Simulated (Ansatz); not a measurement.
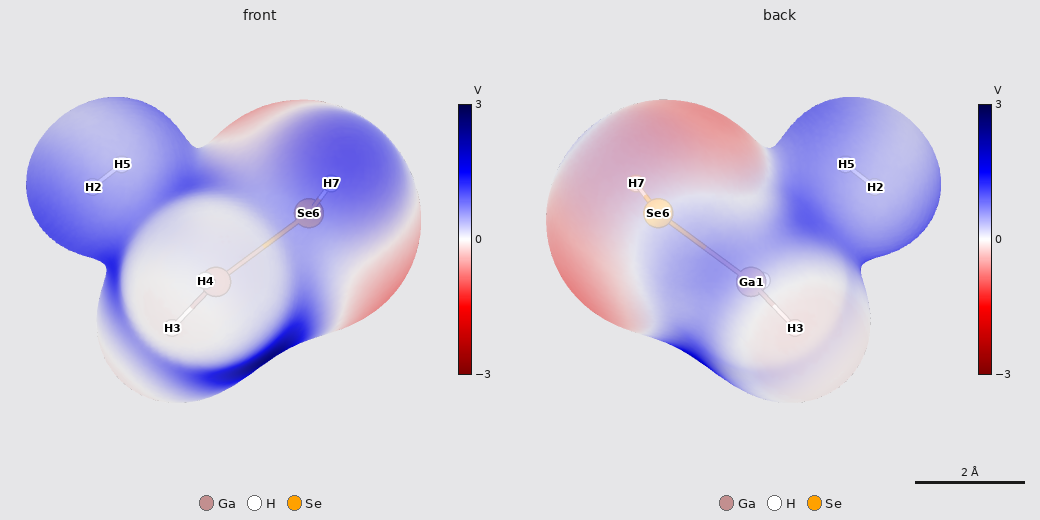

*GaH$_{3}$Se···H$_{2}$. The molecular electrostatic potential painted on the density surface at 0.002 e/bohr³, seen from the front and from behind; the colour scale runs from red (negative) to blue (positive).*

Level of theory: UKS PBE0/def2-TZVP (Ansatz).

Input file:

```
crystal:
  periodic: [false, false, false]
  atoms:
    - { symbol: Ga, position_ang: [-1.005456, -0.217569, 0.056016] }
    - { symbol: H, position_ang: [1.234721, -0.266521, -1.67159] }
    - { symbol: H, position_ang: [-1.440176, -1.660983, -0.339714] }
    - { symbol: H, position_ang: [-1.538757, 1.129744, -0.517648] }
    - { symbol: H, position_ang: [1.30638, -0.235181, -0.977755] }
    - { symbol: Se, position_ang: [0.670416, -0.106232, 1.765462] }
    - { symbol: H, position_ang: [0.772972, 1.356641, 1.685228] }
magnetization:
  spin_polarized: true
basis:
  gaussian: { orbitals: def2-TZVP }
hamiltonian:
  xc: pbe0
relax:
  f_tol: 0.03
  max_steps: 50
output:
  orbitals: {}
```

Command:

```sh
ansatz run input.yaml --threads 4 --pin off --max-ram 5120MiB --backend cpu --events-out ev --progress --plain --runs-dir out
```

The fields are those of the run's last geometry, not of the input's.

Question: Which sites attract a positive test charge, and which a negative one?

Answer: A positive charge is drawn to the negative regions and a negative charge to the positive ones. The most negative region (about −0.6 V) lies over Se6, the most positive (about +2.4 V) over Ga1.
